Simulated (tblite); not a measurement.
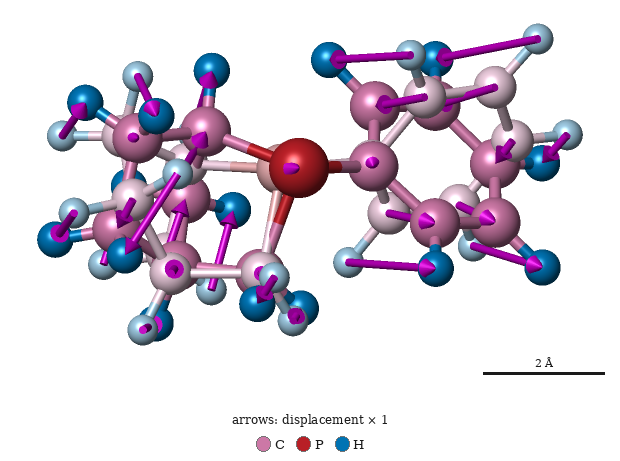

A relaxation of C12H15P. The starting structure is drawn faded, the final one solid; purple arrows show the displacements, at their true length. The two geometries are superimposed by the best rigid fit.

A ball-and-stick model, seen at a tilt.

Computed with GFN2-xTB geometry optimisation, gas phase (tblite 0.8.0). 

**Atoms of which element are displaced furthest, and by how much?**

Hydrogen: up to 2.82 Å, against 1.64 Å for carbon.

**What happened in the run?**

The largest move after the best rigid fit is that of an H atom, 2.82 Å. Largest moves by element: H 2.82 Å, C 1.64 Å, P 0.65 Å. Some distances before and after: C–P 2.723 → 3.179 Å, C–C 1.495 → 1.535 Å, C–P 1.802 → 1.835 Å, C–C 1.417 → 1.385 Å. Among the angles between lasting bonds that change: C–P–C 114.2° → 99.5°, C–P–C 113.2° → 101.6°, P–C–C 96.5° → 105.7°. Groups turn about C–P by about 95°, C–C by about 25°, C–C by about 25°. The energy falls by 100.5 kJ/mol in 205 geometry steps. Cost: 2.7 s on 1 thread of Arm Neoverse V1 (shared host).
